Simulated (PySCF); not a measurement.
**PbF (doublet): density, localisation and related maps**

```tsv
atom	x (Å)	y (Å)	z (Å)
Pb	0.0000	0.0000	-0.1719
F	0.0000	0.0000	1.8821
```

All numbers below come from PBE0/x2c-TZVPPall, spin-free X2C-1e, Gaussian nucleus, at a bond length of 2.054 Å (PySCF 2.14.0).

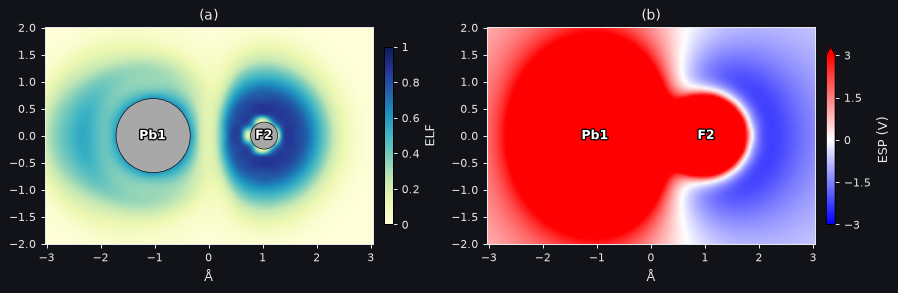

Figure 1. (a) electron localisation function; (b) molecular electrostatic potential on a plane that holds the molecular axis. Grey discs cover the atomic cores in the ELF map.

> Interpret the plot.

The plane passes through Pb and F nuclei.
Pb–F (2.05 Å): the ELF peaks at about 0.85 in the valence shell of F, 0.6 Å from its nucleus, and drops to about 0.15 between the two atoms.
The ELF also peaks beside F2, away from the bonds: non-bonding electrons, paired or unpaired.
Outside the dense part of the molecule the potential is most negative (−2.3 V) near F2.

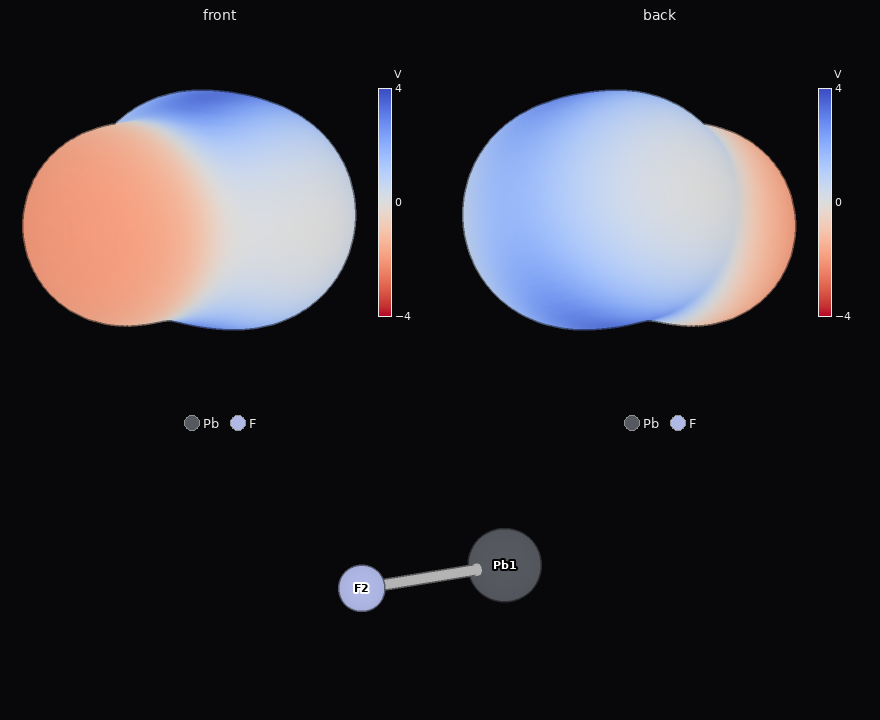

Figure 2. The electrostatic potential painted on the density surface at 0.002 e/bohr³, seen from the front and from behind; the colour scale runs from red (negative) to blue (positive). The bare structure is drawn below in the same view.

> Which sites attract a positive test charge, and which a negative one?

A positive charge is drawn to the negative regions and a negative charge to the positive ones. The most negative region (about −2.0 V) lies over F2, the most positive (about +3.1 V) over Pb1.
